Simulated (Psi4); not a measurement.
# revPBE/cc-pVDZ run of BNH6O (SMILES [NH3+][BH2-]O)

What is the energy change on altering one bond length of BNH6O at revPBE/cc-pVDZ? 

Program for the calculation: Psi4 1.11.

3 further runs of the same task are left out: 3 that didn't finish.

## (1) The molecule

The species is BNH6O (9 atoms), meant as a singlet with charge 0. SMILES: `[NH3+][BH2-]O`. The shape is that of a GFN2-xTB optimisation. This is one conformer, not always the lowest.

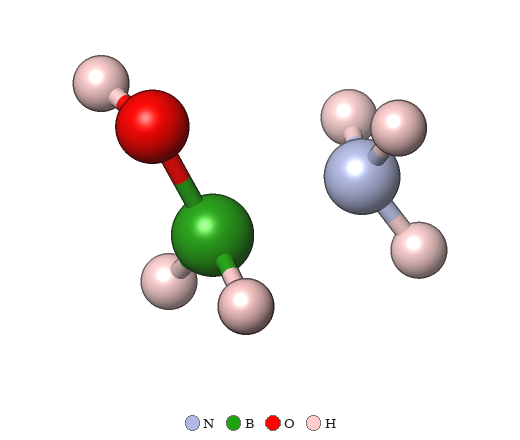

Viewed from a chosen angle; nitrogen light blue, boron green, oxygen red, hydrogen pink.

## (2) Energy and gradient at revPBE/cc-pVDZ

job.json

```json
{
  "schema_name": "qcschema_input",
  "schema_version": 1,
  "molecule": {
    "schema_name": "qcschema_molecule",
    "schema_version": 2,
    "symbols": ["N", "B", "O", "H", "H", "H", "H", "H", "H"],
    "geometry": [-1.12404689, 1.11195265, -1.21431911, 0.79330703, -1.25557183, 0.25501854, 2.04540176, 0.05844923, 2.19875304, -1.87715945, 0.42146562, -2.82982708, 0.08263772, 2.55043107, -1.5821543, -2.49740535, 1.69342137, -0.01538237, 2.16978354, -1.80138143, -1.42704558, -0.74370172, -2.79840093, 0.84903505, 1.15118336, 0.01961536, 3.76592181],
    "molecular_charge": 0,
    "molecular_multiplicity": 1,
    "fix_symmetry": "c1",
    "fix_com": true,
    "fix_orientation": true
  },
  "driver": "gradient",
  "model": {
    "method": "revpbe",
    "basis": "cc-pVDZ"
  },
  "keywords": {
    "puream": true,
    "e_convergence": 1e-09,
    "d_convergence": 1e-08,
    "scf_type": "pk",
    "dft_radial_points": 99,
    "dft_spherical_points": 590,
    "scf_properties": ["MAYER_INDICES", "WIBERG_LOWDIN_INDICES", "MULLIKEN_CHARGES"]
  }
}
```

Started as:

```
$ psi4 --qcschema job.json -n 1 --memory 1600MB
```

stdout:

```text
[...]
                   'protocols': {'error_correction': {'default_policy': True, 'policies': None},
                                 'native_files': 'none',
[...]
  Running in c1 symmetry.
[...]
  Nuclear repulsion =   77.651244944947948
[...]
  Multiplicity = 1
[...]
  Nalpha       = 13
  Nbeta        = 13
[...]
    Number of basis functions: 72
[...]
   @RKS iter   1:  -158.03492237239871   -1.92464e-01   1.28586e-02 ADIIS/DIIS
[...]
   @RKS iter  12:  -158.42477215092828   -3.97904e-13   1.77564e-09 DIIS
[...]
    Orbital Energies [Eh]
    ---------------------
    Doubly Occupied:
       1A    -18.722638     2A    -14.064467     3A     -6.478751
       4A     -0.874501     5A     -0.844523     6A     -0.484620
       7A     -0.484472     8A     -0.455373     9A     -0.376357
      10A     -0.306029    11A     -0.278837    12A     -0.206176
      13A     -0.202812
[...]
  @RKS Final Energy:  -158.42477215092828
   => Energetics <=
    Nuclear Repulsion Energy =             77.6512449449479476
    One-Electron Energy =                -368.8647958319154441
    Two-Electron Energy =                 154.6057184475545228
    DFT Exchange-Correlation Energy =     -21.8169397115153245
    Empirical Dispersion Energy =           0.0000000000000000
    VV10 Nonlocal Energy =                  0.0000000000000000
    Total Energy =                       -158.4247721509282769
[...]
 Multipole Moments:
 ------------------------------------------------------------------------------------
     Multipole            Electronic (a.u.)      Nuclear  (a.u.)        Total (a.u.)
 ------------------------------------------------------------------------------------
 L = 1.  Multiply by 2.5417464519 to convert [e a0] to [Debye]
 Dipole X            :        -12.1328515           10.7467591           -1.3860924
 Dipole Y            :         -0.8275794            2.0585543            1.2309749
 Dipole Z            :         -9.5841347            9.1254308           -0.4587039
 Magnitude           :                                                    1.9097017
[...]
  Mulliken Charges: (a.u.)
   Center  Symbol    Alpha    Beta     Spin     Total
       1     N     3.46670  3.46670  0.00000  0.06659
       2     B     2.52406  2.52406  0.00000 -0.04811
       3     O     4.07332  4.07332  0.00000 -0.14665
       4     H     0.44684  0.44684  0.00000  0.10631
       5     H     0.44662  0.44662  0.00000  0.10676
       6     H     0.45213  0.45213  0.00000  0.09574
       7     H     0.56162  0.56162  0.00000 -0.12325
       8     H     0.57994  0.57994  0.00000 -0.15987
       9     H     0.44876  0.44876  0.00000  0.10247
   Total alpha = 13.00000, Total beta = 13.00000, Total charge = -0.00000
[...]
  -Total Gradient:
     Atom            X                  Y                   Z
    ------   -----------------  -----------------  -----------------
       1       -0.012648945174     0.019132060568    -0.008207582393
       2        0.011363057117    -0.009274384629    -0.001496432421
       3       -0.023144872314    -0.012606224583    -0.002305777549
       4        0.007701233363     0.000772409038     0.012584322319
       5       -0.004588850822    -0.012036390646     0.004342884736
       6        0.010036873319    -0.006179134060    -0.005026260587
       7       -0.012113683215     0.004482449117     0.017436107248
       8        0.014329093425     0.013394994707    -0.003053146360
       9        0.009072722601     0.002324397320    -0.014272820074
[...]
```

It took 16 s on 1 thread of Intel Xeon 6975P-C (Granite Rapids), shared host; peak memory 0.81 GiB.

## (3) The distorted shape: a single-point energy at revPBE/cc-pVDZ

job.py

```python
import psi4

psi4.set_memory(1600000000)
psi4.set_num_threads(1)
psi4.core.set_output_file('bh6no.out', False)

molecule = psi4.geometry("""
0 1
N     -0.746985     0.776312    -0.759200
B      0.419800    -0.664420     0.134950
O      1.082380     0.030930     1.163530
H     -1.145515     0.410922    -1.614090
H     -0.108435     1.537522    -0.953850
H     -1.473735     1.084012    -0.124750
H      1.148200    -0.953250    -0.755160
H     -0.393550    -1.480850     0.449290
H      0.609180     0.010380     1.992840
symmetry c1
no_reorient
no_com
""")

options = {'basis': 'cc-pVDZ', 'puream': True, 'e_convergence': 1e-09, 'd_convergence': 1e-08, 'scf_type': 'pk', 'dft_radial_points': 99, 'dft_spherical_points': 590}
psi4.set_options(options)

energy_value, wavefunction = psi4.energy('REVPBE', molecule=molecule, return_wfn=True)
psi4.oeprop(wavefunction, 'LOWDIN_CHARGES', 'WIBERG_LOWDIN_INDICES', 'DIPOLE', title='REVPBE')
print(f'REVPBE energy: {energy_value:.10f} Eh')
for k, v in sorted(psi4.core.scalar_variables().items()):
    print(f'{k:45s} {v:18.10f}')
```

Started as:

```
$ python job.py
```

bh6no.out:

```text
[...]
  Running in c1 symmetry.
[...]
  Nuclear repulsion =   74.171820346830742
[...]
  Multiplicity = 1
[...]
  Nalpha       = 13
  Nbeta        = 13
[...]
    Number of basis functions: 72
[...]
   @RKS iter   1:  -158.04815051395491   -3.28980e-01   1.27224e-02 ADIIS/DIIS
[...]
   @RKS iter  11:  -158.42076732599674   -8.64020e-12   7.79552e-09 DIIS
[...]
    Orbital Energies [Eh]
    ---------------------
    Doubly Occupied:
       1A    -18.736197     2A    -14.046960     3A     -6.493411
       4A     -0.880950     5A     -0.825407     6A     -0.466473
       7A     -0.465961     8A     -0.454713     9A     -0.363152
      10A     -0.299649    11A     -0.286932    12A     -0.215872
      13A     -0.212527
[...]
  @RKS Final Energy:  -158.42076732599674
   => Energetics <=
    Nuclear Repulsion Energy =             74.1718203468307422
    One-Electron Energy =                -361.9849091105697312
    Two-Electron Energy =                 151.1698720217103187
    DFT Exchange-Correlation Energy =     -21.7775505839680932
    Empirical Dispersion Energy =           0.0000000000000000
    VV10 Nonlocal Energy =                  0.0000000000000000
    Total Energy =                       -158.4207673259967351
[...]
 Multipole Moments:
 ------------------------------------------------------------------------------------
     Multipole            Electronic (a.u.)      Nuclear  (a.u.)        Total (a.u.)
 ------------------------------------------------------------------------------------
 L = 1.  Multiply by 2.5417464519 to convert [e a0] to [Debye]
 Dipole X            :         -9.1479495            7.8712573           -1.2766921
 Dipole Y            :         -4.4675366            5.6091985            1.1416619
 Dipole Z            :         -7.2692405            6.9218211           -0.3474194
 Magnitude           :                                                    1.7475797
[...]
```

Standard output:

```text
Memory set to   1.490 GiB by Python driver.
  Threads set to 1 by Python driver.
REVPBE energy: -158.4207673260 Eh
CURRENT ENERGY                                   -158.4207673260
CURRENT REFERENCE ENERGY                         -158.4207673260
DD SOLVATION ENERGY                                 0.0000000000
DFT FUNCTIONAL TOTAL ENERGY                      -158.4207673260
DFT TOTAL ENERGY                                 -158.4207673260
DFT VV10 ENERGY                                     0.0000000000
DFT XC ENERGY                                     -21.7775505840
GRID ELECTRONS ALPHA                               13.0000000953
GRID ELECTRONS BETA                                13.0000000953
GRID ELECTRONS TOTAL                               26.0000001907
NUCLEAR REPULSION ENERGY                           74.1718203468
ONE-ELECTRON ENERGY                              -361.9849091106
PCM POLARIZATION ENERGY                             0.0000000000
PE ENERGY                                           0.0000000000
SCF ITERATION ENERGY                             -158.4207673260
SCF ITERATIONS                                     11.0000000000
SCF TOTAL ENERGY                                 -158.4207673260
TWO-ELECTRON ENERGY                               151.1698720217
XC GRID RADIAL POINTS                              99.0000000000
XC GRID SPHERICAL POINTS                          590.0000000000
XC GRID TOTAL POINTS                           499894.0000000000
```

Run time: 13 s. Hardware: 1 thread of Intel Xeon 6975P-C (Granite Rapids), shared host; peak memory 0.79 GiB.

## (4) Outcome

At revPBE/cc-pVDZ:

| quantity | value |
| --- | --- |
| first shape: total energy | -158.42477 Eh |
| first shape: dipole moment | 4.85 D |
| first shape: HOMO energy | -5.52 eV |
| first shape: LUMO energy | 0.13 eV |
| first shape: HOMO–LUMO gap | 5.65 eV |
| first shape: largest force on an atom | 1.360 eV/Å |
| distorted shape: total energy | -158.42077 Eh |
| distorted shape: dipole moment | 4.44 D |
| distorted shape: HOMO energy | -5.78 eV |
| distorted shape: LUMO energy | 0.22 eV |
| distorted shape: HOMO–LUMO gap | 6.01 eV |
| energy change with the N1–B2 bond stretched from 1.790 to 2.058 Å | 0.109 eV |

In words: With the N1–B2 bond stretched from 1.790 to 2.058 Å the energy rises by 0.11 eV (10.5 kJ/mol). The first shape isn't relaxed at this level, so the change isn't measured from a minimum. The largest force (first shape) is 1.36 eV/Å: the shape isn't a stationary point for this species at this level. Mulliken charges (first shape) run from -0.16 on H8 to +0.11 on H5; they depend strongly on the basis.
